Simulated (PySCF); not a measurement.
SMILES [CH3][GeH2][CH3] at its B3LYP/def2-SVP optimised geometry (Å):

```
11

Ge     0.1047    -0.8415     0.0000
C     -0.5530     1.0160     0.0000
C     -0.5529    -1.8203    -1.5788
H     -0.3710    -1.5584     1.2879
H      1.6536    -0.8415     0.0000
H     -0.2093     1.5455    -0.9020
H     -0.1832     1.5584     0.8833
H     -1.6536     1.0342     0.0166
H     -0.1830    -2.8568    -1.5744
H     -0.2094    -1.3326    -2.5041
H     -1.6536    -1.8441    -1.5854
```

Method: B3LYP/def2-TZVP (PySCF). Cells within 0.4 Å of a nucleus heavier than hydrogen are left out (blank, or x).

Map of the Laplacian of the electron density (e/bohr⁵), clipped to [-1.50, 1.50] on the plane z = 0.0 Å:

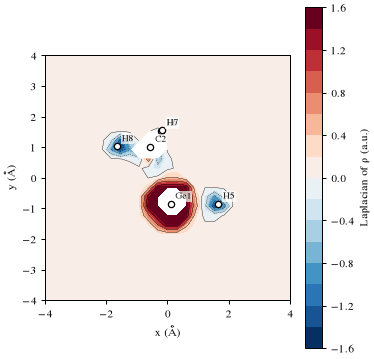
Laplacian of the electron density (e/bohr⁵), clipped to [-1.50, 1.50] on the plane z = 0.0 Å.
